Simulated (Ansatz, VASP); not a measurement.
# Cross-check of SnAs between VASP and Ansatz

Aim: how closely do two programs agree when they are given the same cell, functional and k mesh? The cell is taken from a series of VASP runs on this material, whose earlier steps may have relaxed, scaled or displaced it; both programs get it as it stands. Valence electrons are named where the data sets of a main pair hold unlike numbers.

Main program and level: Ansatz 0.2.0; plane waves, with VASP 6.6.1 beside it; single point at r2SCAN with rVV10 and band structure at r2SCAN with rVV10, spin-orbit coupling.

## 1. Set-up

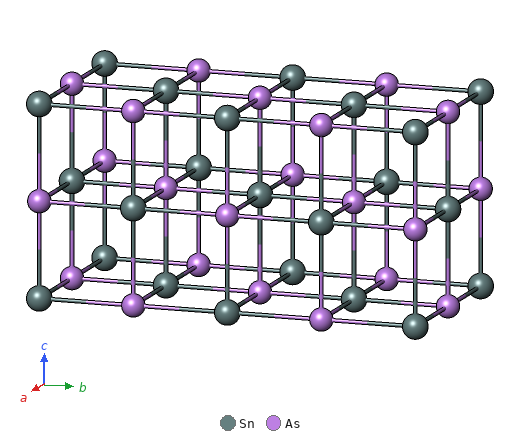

Start, viewed slightly off an axis; tin teal, arsenic purple. 1×2×1 cells are drawn. This picture shows the conventional cell, with its axes. Some periodic images of atoms are drawn too.

## 2. VASP: single point, r2SCAN with rVV10

A single point gives forces, pressure and levels at one fixed geometry, so differences don't come from the geometry; what else differs is listed under the comparison.

Lines of VASP's logs that name or quote its potential files are left out, and so is its time.

Input file INCAR:

```
SYSTEM = SnAs
PREC = Accurate
ENCUT = 400
EDIFF = 1E-06
NELM = 100
ISMEAR = -5
SIGMA = 0.05
LREAL = .FALSE.
ALGO = Normal
METAGGA = R2SCAN
LUSE_VDW = .TRUE.
IVDW_NL = 2
BPARAM = 11.95
CPARAM = 0.0093
LASPH = .TRUE.
NBANDS = 21
LORBIT = 11
LWAVE = .FALSE.
LCHARG = .FALSE.
KPAR = 2
NEDOS = 2001
```

Input file POSCAR:

```
SnAs
1.0
    0.0000000000      2.8606905512      2.8606905512
    2.8606905512      0.0000000000      2.8606905512
    2.8606905512      2.8606905512      0.0000000000
Sn As
1 1
Direct
    0.0000000000      0.0000000000      0.0000000000
    0.5000000000      0.5000000000      0.5000000000
```

Input file KPOINTS:

```
Automatic mesh
0
Gamma
9 9 9
0 0 0
```

PAW data sets: Sn_d and As (PBE family, release 64).

Started as:

```console
$ mpirun -np 2 vasp_std
```

Numbers of over 12 decimals in the logs are rounded to 6 here.

What it wrote:

```text
[banner, memory and clock lines left out]
running    2 mpi-ranks, on    1 nodes
 distrk:  each k-point on    1 cores,    2 groups
 distr:  one band on    1 cores,    1 groups

 POSCAR found type information on POSCAR SnAs
 POSCAR found :  2 types and       2 ions
|                                                                             |
|               ----> ADVICE to this user running VASP <----                  |
|                                                                             |
|     You have switched on vdW-DFT.                                           |
|     This routine was written and supplied by Jiri Klimes. We recommend      |
|     that you carefully read and cite the following publications:            |
|       J. Klimes, D.R. Bowler, A. Michelides                                 |
|          J. Phys.: Cond Matt. 22 022201 (2010)                              |
|       J. Klimes, D.R. Bowler, A. Michelides                                 |
|          Phys. Rev. B. 83, 195131 (2011)                                    |
|     and references therein.                                                 |
|                                                                             |

|                                                                             |
|               ----> ADVICE to this user running VASP <----                  |
|                                                                             |
|     You enforced a specific xc type in the INCAR file but a different       |
|     [... a line on the potential file left out ...]
|     I HOPE YOU KNOW WHAT YOU ARE DOING!                                     |
|                                                                             |

 LDA part: xc-table for (None), standard interpolation
 POSCAR, INCAR and KPOINTS ok, starting setup
 FFT: planning ... GRIDC
 FFT: planning ... GRID_SOFT
 FFT: planning ... GRID
 WAVECAR not read
 entering main loop
       N       E                     dE             d eps       ncg     rms          rms(c)
Total rVV10 correction in eV:      0.4321812    21.5668747
Total rVV10 correction in eV:      0.4321812    21.5668747
DAV:   1     0.982409015895E+02    0.98241E+02   -0.72973E+03  1628   0.970E+02
DAV:   2    -0.284538502582E+02   -0.12669E+03   -0.12033E+03  1584   0.321E+02
DAV:   3    -0.416907606592E+02   -0.13237E+02   -0.13117E+02  1725   0.774E+01
DAV:   4    -0.420259302036E+02   -0.33517E+00   -0.33485E+00  1761   0.128E+01
DAV:   5    -0.420345021528E+02   -0.85719E-02   -0.85670E-02  1965   0.206E+00    0.363E+00
Total rVV10 correction in eV:      0.4338043    21.5668756
Total rVV10 correction in eV:      0.4338043    21.5668756
DAV:   6    -0.391034804880E+02    0.29310E+01   -0.68693E-01  1910   0.109E+01    0.216E+00
Total rVV10 correction in eV:      0.4373978    21.5668756
Total rVV10 correction in eV:      0.4373978    21.5668756
DAV:   7    -0.391019995661E+02    0.14809E-02   -0.73508E-02  1660   0.135E+00    0.904E-01
Total rVV10 correction in eV:      0.4387347    21.5668756
Total rVV10 correction in eV:      0.4387347    21.5668756
DAV:   8    -0.391047837710E+02   -0.27842E-02   -0.52133E-03  1791   0.548E-01    0.298E-01
Total rVV10 correction in eV:      0.4394201    21.5668756
Total rVV10 correction in eV:      0.4394201    21.5668756
DAV:   9    -0.391051733206E+02   -0.38955E-03   -0.63082E-04  1673   0.171E-01    0.646E-02
Total rVV10 correction in eV:      0.4393921    21.5668756
Total rVV10 correction in eV:      0.4393921    21.5668756
DAV:  10    -0.391051522260E+02    0.21095E-04   -0.68722E-05  2073   0.859E-02    0.302E-02
Total rVV10 correction in eV:      0.4394484    21.5668756
Total rVV10 correction in eV:      0.4394484    21.5668756
DAV:  11    -0.391051546894E+02   -0.24634E-05   -0.15646E-05  1997   0.388E-02    0.559E-03
Total rVV10 correction in eV:      0.4394765    21.5668756
Total rVV10 correction in eV:      0.4394765    21.5668756
DAV:  12    -0.391051563545E+02   -0.16651E-05   -0.26546E-06  1556   0.210E-02    0.193E-03
Total rVV10 correction in eV:      0.4394844    21.5668756
Total rVV10 correction in eV:      0.4394844    21.5668756
DAV:  13    -0.391051574963E+02   -0.11418E-05   -0.31785E-07  1097   0.471E-03    0.717E-04
Total rVV10 correction in eV:      0.4394797    21.5668756
Total rVV10 correction in eV:      0.4394797    21.5668756
DAV:  14    -0.391051565814E+02    0.91490E-06   -0.92165E-08   930   0.360E-03
Total rVV10 correction in eV:      0.4394815    21.5668756
Total rVV10 correction in eV:      0.4394815    21.5668756
Total rVV10 correction in eV:      0.4394811    21.5668756
Total rVV10 correction in eV:      0.4394811    21.5668756
   1 F= -.39105157E+02 E0= -.39105157E+02  d E =0.000000E+00
|                                                                             |
|           W    W    AA    RRRRR   N    N  II  N    N   GGGG   !!!           |
|           W    W   A  A   R    R  NN   N  II  NN   N  G    G  !!!           |
|           W    W  A    A  R    R  N N  N  II  N N  N  G       !!!           |
|           W WW W  AAAAAA  RRRRR   N  N N  II  N  N N  G  GGG   !            |
|           WW  WW  A    A  R   R   N   NN  II  N   NN  G    G                |
|           W    W  A    A  R    R  N    N  II  N    N   GGGG   !!!           |
|                                                                             |
|     Tetrahedron method does not include variations of the Fermi             |
|     occupations, so forces and stress will be inaccurate. We suggest        |
|     using a different smearing scheme ISMEAR = 1 or 2 for metals in         |
|     relaxations.                                                            |
|                                                                             |
```

From OUTCAR (step 2):

```text
ion  position               nearest neighbor table
   1  0.000  0.000  0.000-   2 2.86   2 2.86   2 2.86   2 2.86   2 2.86   2 2.86
   2  0.500  0.500  0.500-   1 2.86   1 2.86   1 2.86   1 2.86   1 2.86   1 2.86

  LATTYP: Found a face centered cubic cell.
 ALAT       =     5.7213811024

 Subroutine GETGRP returns: Found 48 space group operations
 (whereof 48 operations were pure point group operations)

The static configuration has the point symmetry O_h .

 Found     35 irreducible k-points:

   k-points           NKPTS =     35   k-points in BZ     NKDIM =     35   number of bands    NBANDS=     21

   dimension x,y,z NGX =    28 NGY =   28 NGZ =   28
   dimension x,y,z NGXF=    56 NGYF=   56 NGZF=   56

   ENCUT  =  400.0 eV  29.40 Ry    5.42 a.u.   6.60  6.60  6.60*2*pi/ulx,y,z

   NELECT =      19.0000    total number of electrons

 k-points in reciprocal lattice and weights: Automatic mesh
   0.00000000  0.00000000  0.00000000       0.001
   0.11111111  0.00000000  0.00000000       0.011
   0.22222222  0.00000000  0.00000000       0.011
   0.33333333  0.00000000  0.00000000       0.011
   0.44444444  0.00000000  0.00000000       0.011
   0.11111111  0.11111111  0.00000000       0.008
   0.22222222  0.11111111  0.00000000       0.033
   0.33333333  0.11111111  0.00000000       0.033
   0.44444444  0.11111111  0.00000000       0.033
[...]
-0.33333333  0.44444444  0.11111111       0.033
  -0.33333333  0.44444444  0.22222222       0.033

 average (electrostatic) potential at core
       1-105.7346       2 -52.1134

 E-fermi :   7.0268

 k-point     1 :       0.0000    0.0000    0.0000
  band No.  band energies     occupation
    ...
      6      -6.8259      2.00000
      7       4.5455      2.00000
      8       5.7115      2.00000
      9       5.7115      2.00000
     10       5.7115      2.49778
     11      12.7917      0.00000
     12      12.7918      0.00000
     13      12.7918      0.00000
     14      13.3591      0.00000
     15      13.3591      0.00000
    ...

 k-point     2 :       0.1111    0.0000    0.0000
  band No.  band energies     occupation
    ...
      6      -6.6711      2.00000
      7       3.1918      2.00000
      8       5.7323      2.00000
      9       5.7323      2.00000
     10       6.7730      0.85139
     11      11.8648      0.00000
     12      11.8649      0.00000
     13      11.9652      0.00000
     14      13.4440      0.00000
     15      13.7279      0.00000
    ...

 k-point     3 :       0.2222    0.0000    0.0000
  band No.  band energies     occupation
    ...
      5     -15.2872      2.00000
      6      -6.2174      2.00000
      7       1.3433      2.00000
      8       5.8157      2.00000
      9       5.8157      2.00000
     10       7.7043     -0.00174
     11      10.4557      0.00000
     12      10.4558      0.00000
     13      10.9258      0.00000
     14      13.8154      0.00000
    ...

  Total        0.0915251      0.0915251      0.0915251      0.0000000      0.0000000     -0.0000000
  in kB        3.1319020      3.1319020      3.1319020      0.0000000      0.0000000     -0.0000000
  external PRESSURE =       3.1319020 kB  Pullay stress =       0.0000000 kB

  energy-cutoff  :      400.00
  volume of cell :       46.82
      direct lattice vectors                 reciprocal lattice vectors
     0.000000000  2.860690551  2.860690551    -0.174782973  0.174782973  0.174782973
     2.860690551  0.000000000  2.860690551     0.174782973 -0.174782973  0.174782973
     2.860690551  2.860690551  0.000000000     0.174782973  0.174782973 -0.174782973

 POSITION                                       TOTAL-FORCE (eV/Angst)
 -----------------------------------------------------------------------------------
      0.00000      0.00000      0.00000         0.000000      0.000000     -0.000000
      2.86069      2.86069      2.86069         0.000000      0.000000      0.000000
 -----------------------------------------------------------------------------------
    total drift:                               -0.000000      0.000000      0.000000

  FREE ENERGIE OF THE ION-ELECTRON SYSTEM (eV)
  ---------------------------------------------------
  free  energy   TOTEN  =       -39.1051565814 eV

  energy  without entropy=      -39.1051565814  energy(sigma->0) =      -39.10515658

 total charge
# of ion       s       p       d       tot
------------------------------------------
    1        1.197   0.969  10.016  12.181
    2        1.255   1.496   0.035   2.785
--------------------------------------------------
tot          2.451   2.465  10.050  14.966

[... 3 further parts left out ...]
```

With tetrahedra the forces and stress of a metal are not exact derivatives of the energy.

## 3. Ansatz: single point, r2SCAN with rVV10

Ansatz runs on its default PAW (the set named soft_2) files.

The same cell, functional, mesh and smearing now go to Ansatz, which takes its cutoff from its data sets.

Input file input.yaml:

```yaml
crystal:
  lattice:
    - [0.0, 2.8606905512, 2.8606905512]
    - [2.8606905512, 0.0, 2.8606905512]
    - [2.8606905512, 2.8606905512, 0.0]
  atoms:
    - { symbol: Sn, position: [0.0, 0.0, 0.0] }
    - { symbol: As, position: [0.5, 0.5, 0.5] }
hamiltonian:
  xc: r2scan
  pseudopotentials: { kind: paw }
  dispersion: rvv10
kpoints:
  mp_grid: { grid: [9, 9, 9] }
scf:
  occupations: { method: tetrahedron }
output:
  forces: true
  stress: true
```

Started as:

```console
$ ansatz run input.yaml --threads 2 --pin off --max-ram 4608MiB --backend cpu --events-out ev --progress --plain --runs-dir out
```

What it wrote:

```text
Warning: output.forces, output.stress, relax.cell or npt_langevin: where a Kohn–Sham band that disperses or a degenerate level is filled in part under the method tetrahedron, the forces or the stress that this run publishes need not agree with its energy (scf.occupations.method in the input reference, under Limitations); prefer a smearing scheme for the forces or the stress
Engine: ansatz 0.2.0, aarch64-unknown-linux-gnu
Pseudopotentials: kind: paw
Pseudopotential: Sn, paw, valence charge 14, recommended cutoff 500 eV (meta_gga), Sn.paw.azcp
Pseudopotential: As, paw, valence charge 15, recommended cutoff 500 eV (meta_gga), As.paw.azcp
Functional definition: r2SCAN+rVV10
  parameter k0 = 0.174
  parameter k1 = 0.065
  parameter a1 = 4.9479
  exchange = r2scan_x(k0 = k0, k1 = k1, a1 = a1)
  correlation = r2scan_c + rvv10(11.95, 0.0093)
Crystal: 2 atoms, lattice volume = 46.821 Å³
Basis set: ecut = 500 eV, 1243 PW (Γ), exchange–correlation on 144×144×144 points (64 copies of the dense FFT grid, shifted against one another)
Bands: 19, of which v1, the nominal top of the filled ones, is band 15 counted from 1 (14 counted from 0)
Symmetry: 48 space group operations
Space group: Fm-3m (ITA 225), of the structure as read, at distance tolerance 3.6e-5 Å
k-points: 35 of 729
Non-local potential: Sn, projectors of the file, l = 0: 2, l = 1: 2, l = 2: 2, l = 3: 2
Non-local potential: As, projectors of the file, l = 0: 2, l = 1: 2, l = 2: 3, l = 3: 1
PAW form: soft (Blöchl's): semilocal exchange-correlation on the pseudo side does not see the compensation charge
rVV10 density: all electrons in the spheres
PAW frozen core: Sn, regenerated for the run's functional (the file was generated under x = pbe(κ = 0.804, μ = 0.219515), c = pbe(β = 0.066725))
PAW frozen core: As, regenerated for the run's functional (the file was generated under x = pbe(κ = 0.804, μ = 0.219515), c = pbe(β = 0.066725))
PAW one-centre angular grid: Sn, 590 points (default); XC on 249 of its mesh's 2787 points in the sphere
PAW one-centre angular grid: As, 590 points (default); XC on 160 Gauss nodes
Initial density: superposition of atomic densities (neutral atoms: chi_scale 0, normalization atom), corrected by the library's trained network
Initial wavefunctions: pseudopotential atomic-orbital guess
Functional: x = r2scan, c = r2scan + rvv10(b = 11.95, C = 0.0093); τ floored in thin density (d = 2e-4 eV/Å³)
SCF iter   1: F=—  HF=-10900.172555 eV  |F-HF|=—  |Δ(HF+E_count)|=         —  Δρ=5.03e-3  dr2=8.50e-3  dr2_τ=1.81e-3  ethr=1.77e-3  ⟨swp⟩=6.1  Hψ=3302  notcnv=0
preconditioner: auto → Kerker (q_TF=auto, 2.519 Å⁻¹)  [metal: no gap  n_scr=14 (ndim 8)  ℏωp=23.7 eV  f_vac=0.001]
SCF iter   2: F=—  HF=-10900.191524 eV  |F-HF|=—  |Δ(HF+E_count)|=   1.90e-2  Δρ=2.67e-3  dr2=3.07e-3  dr2_τ=2.99e-5  ethr=2.93e-5  ⟨swp⟩=2.7  Hψ=1664  notcnv=0  defer=3
SCF iter   3: F=—  HF=-10900.191321 eV  |F-HF|=—  |Δ(HF+E_count)|=   2.03e-4  Δρ=1.28e-3  dr2=8.09e-4  dr2_τ=6.67e-6  ethr=1.06e-5  ⟨swp⟩=2.0  Hψ=802  notcnv=0  defer=3
SCF iter   4: F=—  HF=-10900.191306 eV  |F-HF|=—  |Δ(HF+E_count)|=   1.48e-5  Δρ=1.97e-4  dr2=1.03e-5  dr2_τ=3.91e-7  ethr=2.79e-6  ⟨swp⟩=2.3  Hψ=965  notcnv=0  defer=3
SCF iter   5: F=—  HF=-10900.191312 eV  |F-HF|=—  |Δ(HF+E_count)|=   5.94e-6  Δρ=5.39e-5  dr2=1.65e-6  dr2_τ=2.34e-8  ethr=3.56e-8  ⟨swp⟩=2.2  Hψ=981  notcnv=0  defer=3
SCF iter   6: F=-10900.191315 eV  HF=-10900.191315 eV  |F-HF|=3.68e-8  |Δ(HF+E_count)|=   2.92e-6  Δρ=1.20e-5  dr2=6.82e-8  dr2_τ=1.76e-9  ethr=3.45e-10  ⟨swp⟩=3.7  Hψ=3092  notcnv=0
SCF 1 converged in 6 iterations: F = -10900.191315 eV  dr2 = 6.82e-8
  greatest PAW one-centre occupation: 0.999 electrons in one spin orbital (limit 2), on the As atom at site 1 (counted from 0), in its partial waves of l = 2
SCF converged after 6 iterations
Stability not checked: this state was not tested for a lower state beside it, because cold or Methfessel-Paxton smearing, or corrected tetrahedra, fill the levels in a way that the test cannot read (fill_not_monotonic; see scf.lower_state_search)
Free energy (F): -10900.191315 eV
Harris-Foulkes:  -10900.191315 eV  (|F-HF|=3.68e-8)
Internal energy: -10900.191328 eV  (E = F + TS)
E sigma→0 (E₀):  -10900.191315 eV
Entropy (-TS):   0.000013 eV (0.006 meV/atom)
Fermi energy:    11.062327 eV
--- Per-component energies (eV) ---
  E_band       = -317.225716
  E_kinetic    = 289.632060
  E_local      = -2473.839102  (includes V_loc(G=0)·N_el)
  E_nonlocal   = -702.808446
  E_hartree    = 1445.675197
  E_xc         = -446.054052
  E_vxc        = -188.528917  (∫ρ·V_xc dr)
  E_paw        = -6007.107636  (= ΣΔE_a)
  E_vpaw       = -143.944009  (= ΣTr[D̂ρ^β])
  E_aug_tail   = -0.000004  (compensation charges beyond the density's cutoff)
  E_vtau       = 10.915283  (kinetic-family band-sum trace: ∫τ·v_τ [+ j·A + Jᵃ·Aᵃ] dr)
  E_ewald      = -3004.967257
  E_core_change = -0.722088  (= ΣΔE_core)
  E_smearing   = 0.000013  (= −TS)
  E_closure    = 0.000000  (closes the sum)
  Σ components = -10900.191315   (vs F -10900.191315, Δ=0.00e0)
--- Forces (eV/Å), atoms counted from 1 ---
  atom   1  Sn    -0.00000000     0.00000000    -0.00000000
  atom   2  As     0.00000000     0.00000000     0.00000000
  max |Σ_I F_I| component: 2.24e-30 eV/Å
--- Stress (GPa, compression-positive) ---
        0.109090      -0.000000      -0.000000
       -0.000000       0.109090       0.000000
        0.000000      -0.000000       0.109090
  P = ⅓ Tr σ = 0.1091 GPa (1.091 kbar)
--- Band table (eV; the first three rows and the last of 35) ---
  k-point 0: bands = [... 11 lower, 8.5858, 9.7459, 9.7459, 9.7459, 16.8252, 16.8252, 16.8252, 17.4088]
  k-point 1: bands = [... 11 lower, 7.2295, 9.7665, 9.7665, 10.8098, 15.9024, 15.9024, 16.0010, 17.4871]
  k-point 2: bands = [... 11 lower, 5.3797, 9.8496, 9.8496, 11.7421, 14.4939, 14.4939, 14.9607, 17.8575]
  k-point 34: bands = [... 11 lower, 3.5822, 6.1304, 6.1932, 11.6339, 13.5875, 16.8722, 18.0796, 19.9879]
```

It took 7.3 s on 2 threads of Arm Neoverse N1, shared host; peak memory 0.56 GiB; 14 s of CPU time.

The column dr2 measures how far the density is from self-consistency, as an energy; F and HF (Harris–Foulkes) agree once it is small.

The run ends at a pressure of 0.11 GPa.

## 4. Comparison

Known differences besides the potentials themselves: VASP keeps PBE cores, Ansatz makes them for the functional; the data sets hold 29 valence electrons in Ansatz (on its default PAW (the set named soft_2) files) and 19 in VASP; the cutoff is 500 eV in Ansatz and 400 eV in VASP. Total energies have different zeros and are not compared.

Compared:

| quantity | Ansatz | VASP | difference |
| --- | --- | --- | --- |
| pressure (GPa) | 0.11 | 0.31 | -0.20 |

(Part 1 of 2 ends here.)

[Lines on the potential files, build, host, timing and source positions are cut from VASP's logs without a mark.]

[Logs are printed without paths, hosts, clocks, repeated set-up lines and the standing remarks that a program may print on its own settings, such as how far it seeks lower states.]

[Hosts, paths, dates, database ids (printed as entryN), source tags and the programs' standing remarks are cut or masked in the printed files.]
